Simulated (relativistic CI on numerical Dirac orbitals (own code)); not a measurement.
Relativistic CI calculation, with input and output: Er³⁺

System: Er³⁺.
Method: Dirac-Coulomb-Breit CI, KLI orbitals optimised for each configuration, model QED (radiative potential, 1s self-energy scaled to tabulated hydrogen-like ionisation energies), valence Slater integrals scaled by 0.9, multiplet model of core-to-valence dipole absorption in a parametric crystal field (relativistic CI on numerical Dirac orbitals, in-house).

### Summary

| quantity | value |
| --- | --- |
| outcome | converged |
| hardware | 1 CPU thread, shared host |
| CPU time | 0.88 s |

### Notes

To bear in mind: free-ion energies, so absolute edge positions are off by a few eV from solids; core and valence shell share one n, so the strongest features autoionise and are far broader and can lie several eV off in experiment.

### The input
```
atom Er  Z=68  charge=3  electrons=65
nucleus A=166  rms_radius_fm=5.2516
hamiltonian dirac-coulomb  breit=on  qed=on  c_scale=1
orbitals kli  potential=per-configuration
slater_scale 0.9
correlation none
mixing on
configurations
  [Xe] 4f11
  [Kr] 4d9 4f12 5s2 5p6
end
absorption N4,5 T=300 lorentz=0.75 gauss=0.2
crystal_field D4h B20=1760 B40=2050 B44=640 B60=590 B64=-930
```

The program writes its results to a structured record and prints no log; tables and figures of this report are taken from that record.

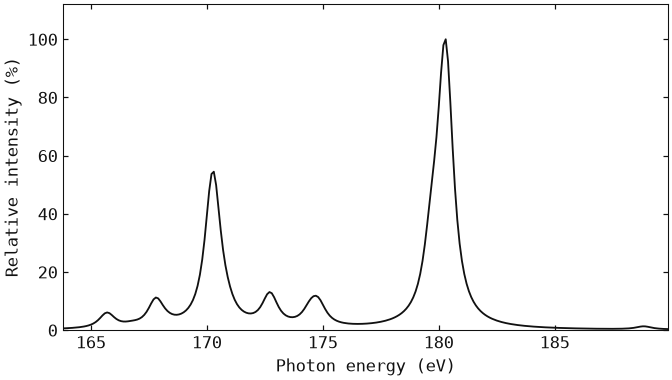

Figure 1. N₄,₅ X-ray absorption of Er³⁺, [Xe] 4f¹¹, in a field of D4h symmetry with B20 = 1,760, B40 = 2,050, B44 = 640, B60 = 590, B64 = −930 cm⁻¹ (Wybourne parameters). Multiplet model: relativistic Dirac–Coulomb–Breit theory, one configuration a step, Slater integrals scaled by 0.9, 300 K, Voigt broadening (Lorentzian 0.75 eV, Gaussian 0.2 eV full widths), computed with a radial Dirac CI code. The main maxima lie at 167.8 eV (11), 170.3 eV (54), 172.7 eV (13), 174.7 eV (12) and 180.3 eV (100), heights in % of the largest; the centroid is at 175.9 eV. The ground state has S = 1.48.
